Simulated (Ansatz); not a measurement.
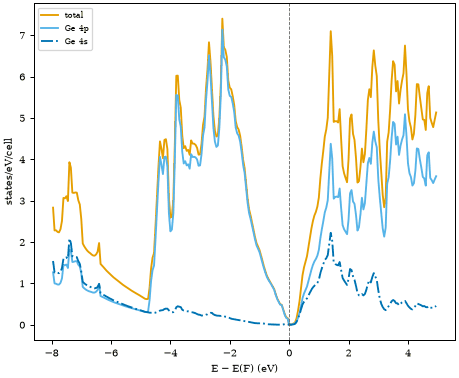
Figure. Total and projected density of states of Ge in space group P6_3/mmc (No. 194; Ge on 4e, Ge on 4f), DFT-PBEsol in the program Ansatz with PAW potentials

### Question
Which orbitals carry the states next to the Fermi level?

### Answer
Within 0.5 eV of the Fermi level: Ge 4p 75 %, Ge 4s 22 %. Projections are on Löwdin-orthogonalised atomic valence shells; empty p or d shells of many metals are not among them.

### Question
Where is the tallest occupied peak in this window, and what makes it?

### Answer
Near -2.2 eV, about 7.4 states/eV per cell; the largest projected share is Ge 4p.

The first step of the workflow began from a Materials Project structure, measured or hypothetical; the Crystallography Open Database copy checked does not list it. It is not the phase usual at ambient conditions (space group No. 227). The cell was relaxed with PBEsol under the symmetry of its start; whether a distortion lowers the energy is not shown. Spin–orbit coupling is left out wherever it is not named.

Potentials: the later of the program's two PAW sets.
